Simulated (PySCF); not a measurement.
**C$_{7}$H$_{9}$N (SMILES C[C@H]1CCC=C1C#N): density, localisation and related maps**

```yaml
atoms:
  - { symbol: C, position_ang: [1.8338, -0.0235, 0.1101] }
  - { symbol: C, position_ang: [0.5167, 0.1974, -0.6347] }
  - { symbol: C, position_ang: [-0.2833, -1.1045, -0.8354] }
  - { symbol: C, position_ang: [-1.3460, -1.1196, 0.2762] }
  - { symbol: C, position_ang: [-1.4221, 0.3062, 0.7127] }
  - { symbol: C, position_ang: [-0.4225, 1.0318, 0.2091] }
  - { symbol: C, position_ang: [-0.1798, 2.3947, 0.4364] }
  - { symbol: N, position_ang: [0.0410, 3.5083, 0.6064] }
  - { symbol: H, position_ang: [1.6551, -0.5338, 1.0544] }
  - { symbol: H, position_ang: [2.3150, 0.9296, 0.3199] }
  - { symbol: H, position_ang: [2.5105, -0.6269, -0.4906] }
  - { symbol: H, position_ang: [0.7305, 0.6897, -1.5882] }
  - { symbol: H, position_ang: [-0.7730, -1.0883, -1.8095] }
  - { symbol: H, position_ang: [0.3634, -1.9792, -0.7974] }
  - { symbol: H, position_ang: [-2.3107, -1.4917, -0.0717] }
  - { symbol: H, position_ang: [-1.0425, -1.7457, 1.1206] }
  - { symbol: H, position_ang: [-2.1930, 0.6675, 1.3718] }
```

Geometry: GFN2-xTB.

Level of theory: PBE0/def2-SVPD, SCF density, gas phase in PySCF 2.14.0.

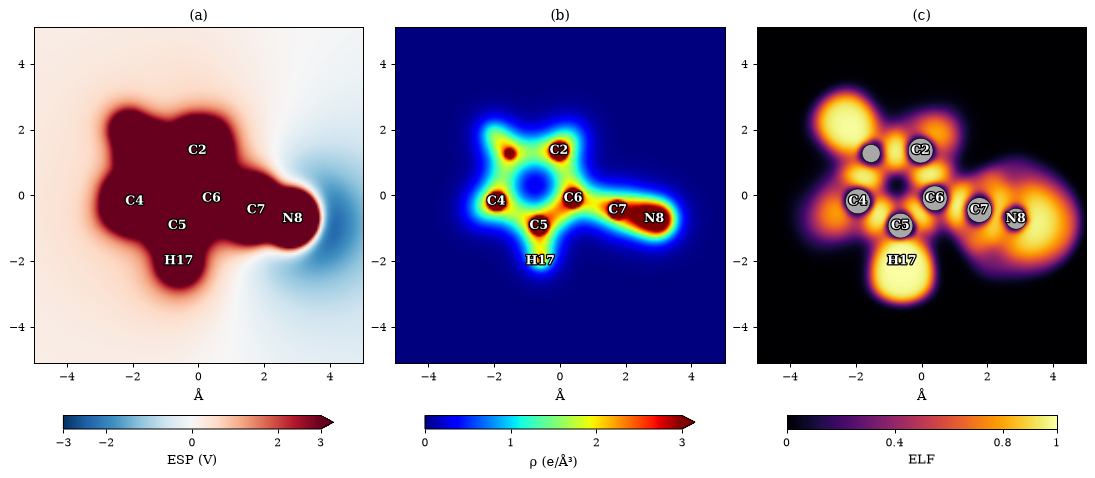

Figure 1. (a) electrostatic potential; (b) electron density; (c) ELF on the plane of atoms C5, C6 and C7. Grey discs cover the atomic cores in the ELF map.

> What do the fields say about this system?

The section cuts through C, N and H sites. C–N (1.15 Å): the density is about 3.6 e/Å³ at the midpoint; the ELF peaks at about 0.85 between the atoms: a short, multiple covalent bond. C–C (1.33 Å): ρ at the midpoint is about 2.3 e/Å³; the ELF peaks at about 0.90 between the atoms (a short, multiple covalent bond). C–H (1.08 Å): the density is about 2 e/Å³ at the midpoint; the ELF climbs to about 1 towards the hydrogen, as it does in any bond to H: a covalent bond by its length. C–C (1.40 Å): the density is about 2 e/Å³ at the midpoint; the ELF peaks at about 0.95 between the atoms (localised, covalent bonding). C–C (1.49 Å): the density is about 1.7 e/Å³ at the midpoint; the ELF peaks at about 0.95 between the atoms; a shared electron pair. The ELF also peaks beside N8, away from the bonds: lone-pair regions. Outside the dense part of the molecule the potential is most negative (−2.3 V) near N8.

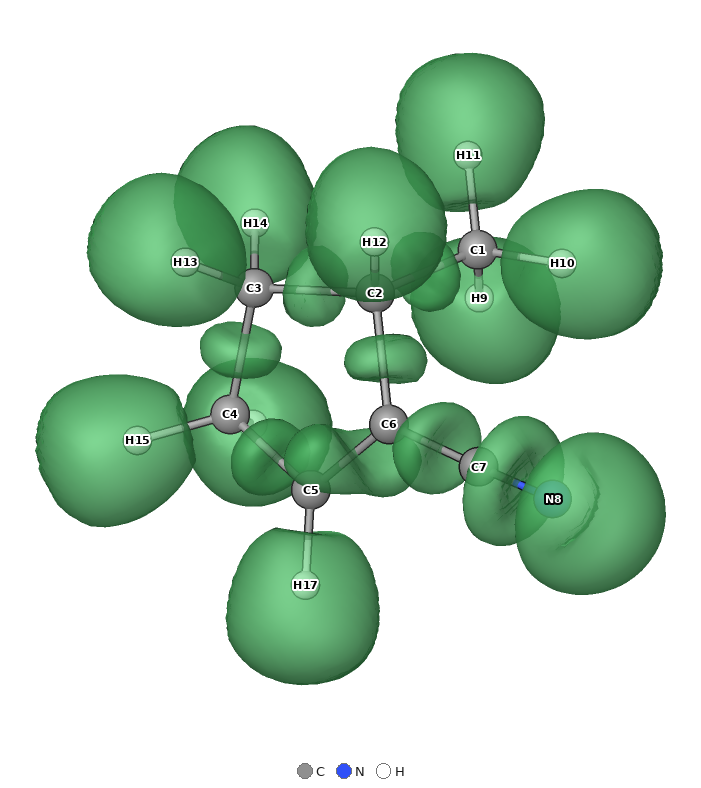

Figure 2. Isosurface of the ELF at 0.8 (green), seen at a tilt. Only the valence region is drawn (cores and ρ < 0.01 e/Å³ removed).

> Describe the localisation domains.

The surface consists of seven regions between bonded C–C atoms (shared pairs), one region between bonded C–N atoms (shared pairs), nine regions around hydrogen nuclei and one lobe on N, pointing away from the bonds (lone pairs).

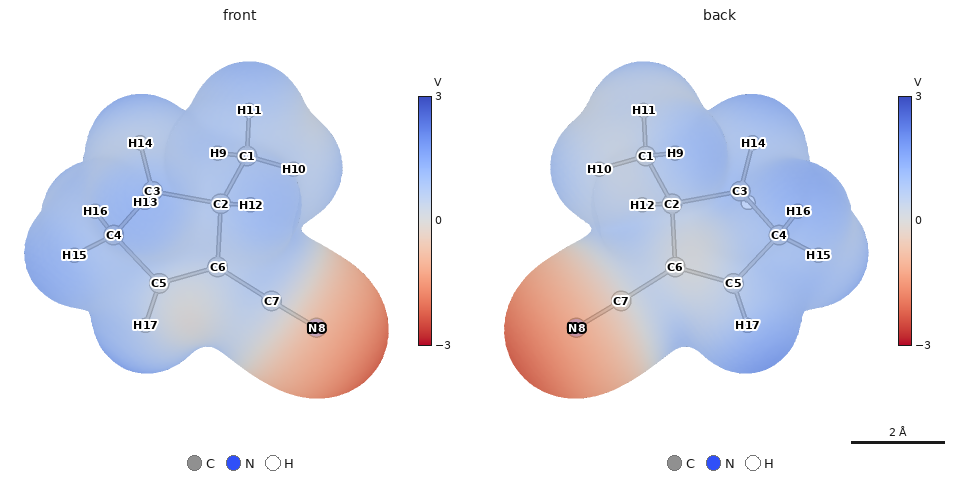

Figure 3. The molecular electrostatic potential painted on the density surface at 0.004 e/bohr³, seen from the front and from behind; red is negative and blue positive.

> Which sites attract a positive test charge, and which a negative one?

A positive charge is drawn to the negative regions and a negative charge to the positive ones. The most negative region (about −2.1 V) lies over N8, the most positive (about +1.6 V) over H17. N8 is the likeliest acceptor of a hydrogen bond.

> What dipole moment does the calculation give?

Its dipole moment is 4.67 D.

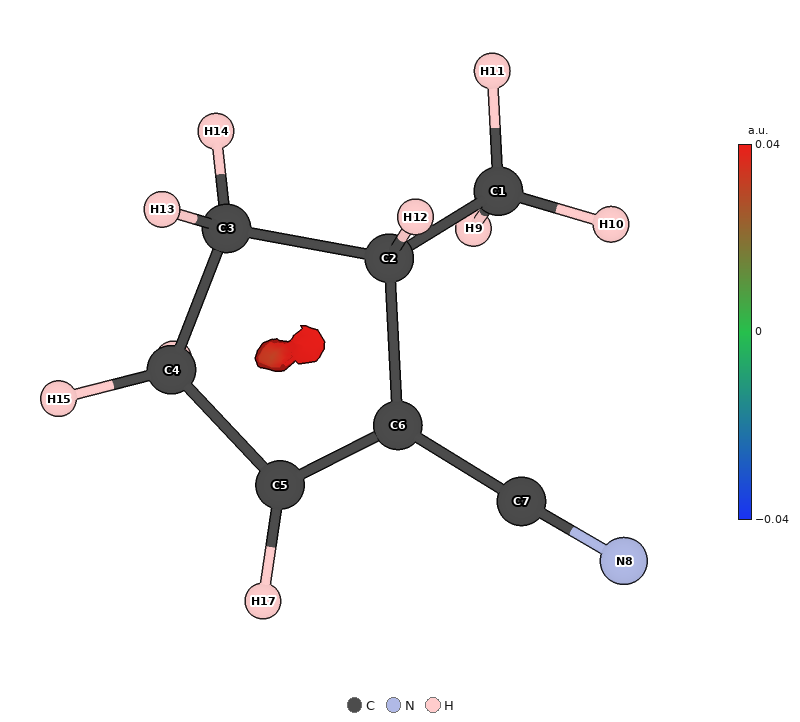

Figure 4. Non-covalent interaction (NCI) plot: the surface where the reduced density gradient is 0.5, for densities under 0.05 a.u., coloured by sign(λ₂)ρ; seen at a tilt.

> What holds or crowds the atoms apart from the covalent bonds?

Inside the ring or cage of C2, C3, C4, C5 and C6: steric crowding (red).
